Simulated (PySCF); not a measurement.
## Run report: Ir⁺, atomic calculation

Ir⁺, configuration 1s2 2s2 2p6 3s2 3p6 3d10 4s2 4p6 4d10 4f14 5s2 5p6 5d7 6s1, multiplicity 5. Computed at this level: unrestricted HF, aug-cc-pVDZ-PP with ECP60, scalar-relativistic core potential (PySCF).

**Input**
```python
from pyscf import gto, scf, dft, mp, cc
import basis_set_exchange as bse
txt = bse.get_basis("aug-cc-pVDZ-PP", elements=["Ir"], fmt="nwchem", header=False)
cut = txt.index("\nECP")
mol = gto.M(atom="Ir 0 0 0", charge=1, spin=4, symmetry="D2h",
            basis=gto.basis.parse(txt[:cut]),
            ecp={"Ir": gto.basis.parse_ecp(txt[cut:])})
mf = scf.UHF(mol)
mf.irrep_nelec = {'Ag': (4, 2), 'B1g': (1, 1), 'B2g': (1, 0), 'B3g': (1, 0), 'B1u': (1, 1), 'B2u': (1, 1), 'B3u': (1, 1)}
mf.kernel()
```

The script is an equivalent of what the driver set up; the driver started from orbitals of its own, so the log can be shorter than this script's would be, and it computed the properties (radii, ⟨L²⟩, response) afterwards. It held the occupations shell by shell, which the script's counts by irreducible representation don't always enforce.

Launched within a batch (the task file carries these settings):
```bash
OMP_NUM_THREADS=1 python <driver script> TASK.json OUT
```

**Output (extracts)**
```
damping factor = 0
level_shift factor = 0
DIIS = <class 'pyscf.scf.diis.CDIIS'>
diis_start_cycle = 1
diis_space = 10
diis_damp = 0
SCF conv_tol = 1e-09
SCF conv_tol_grad = None
number electrons alpha = 10  beta = 6
cycle= 1 E= -103.36220046569  delta_E= -0.00523  |g|= 0.0216  |ddm|= 0.0462
cycle= 2 E= -103.362335679213  delta_E= -0.000135  |g|= 0.00384  |ddm|= 0.00772
cycle= 3 E= -103.362341633941  delta_E= -5.95e-06  |g|= 0.000552  |ddm|= 0.00273
cycle= 4 E= -103.362341913626  delta_E= -2.8e-07  |g|= 0.00023  |ddm|= 0.000634
cycle= 5 E= -103.362341967608  delta_E= -5.4e-08  |g|= 2.09e-05  |ddm|= 0.000388
cycle= 6 E= -103.362341967886  delta_E= -2.78e-10  |g|= 2.25e-06  |ddm|= 3.56e-05
converged SCF energy = -103.362341967886  <S^2> = 6.0034888  2S+1 = 5.0013953
```

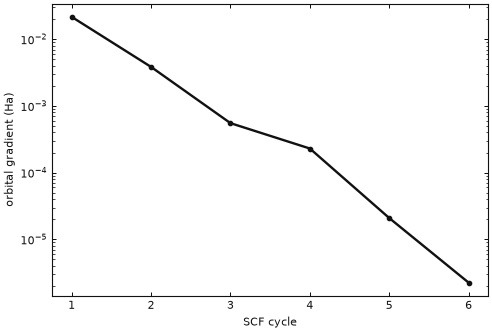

Convergence: orbital gradient against the SCF cycle. The residual falls at every step. It goes from 0.022 to 2.2×10⁻⁶ in 6 steps.

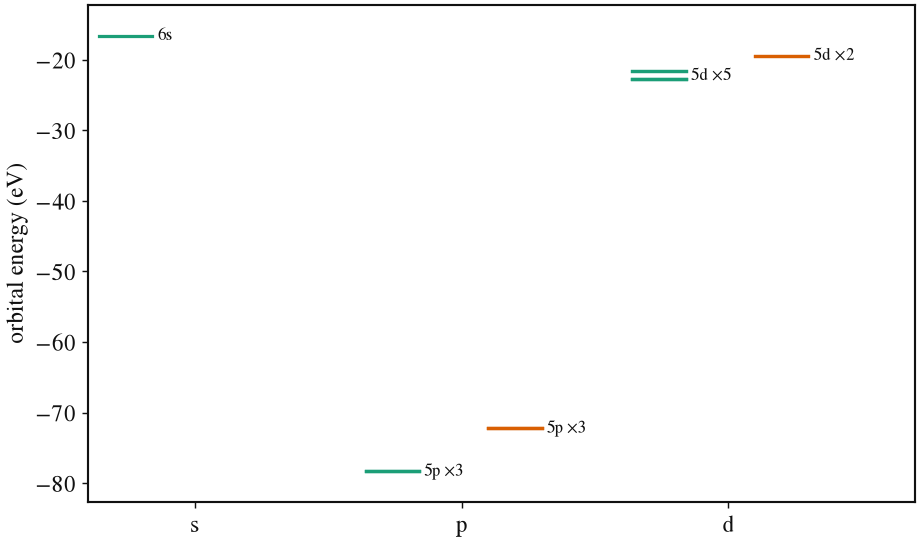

Orbital energies of the mean field, from the top down to −78.3 eV, by angular momentum, α spin at the left of each column and β at the right; ×n counts the orbitals under one label. The highest filled orbital is 6s α at −16.6 eV, the lowest empty one s β at −6.86 eV.

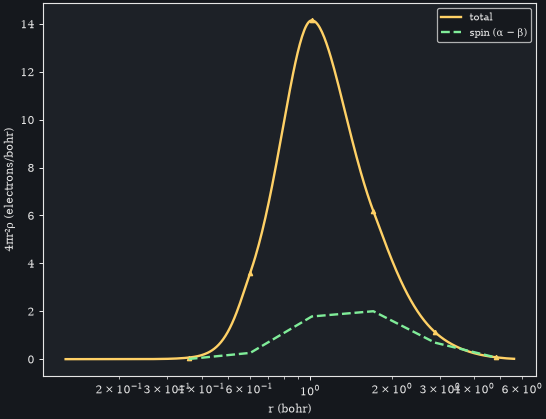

Spherically averaged radial density 4πr²ρ of the mean field (valence electrons alone, under a core potential) and its spin part; markers are the stored points, which are sparse, and the line is a monotone interpolation between them. The largest stored value is 14.1 electrons/bohr at r = 1.0 bohr. Root-mean-square radii of the shells: 5s 1.06, 5p 1.23, 5d 1.79, 6s 3.02 bohr.

**Summary**

- outcome: converged
- total energy (valence electrons, under a core potential): −103.362342 hartree
- ⟨S²⟩: 6.003
- ⟨L²⟩: 12.04
- SCF iterations: 6
- hardware: 1 thread of Arm Neoverse V2, 23 GiB of memory available, shared host
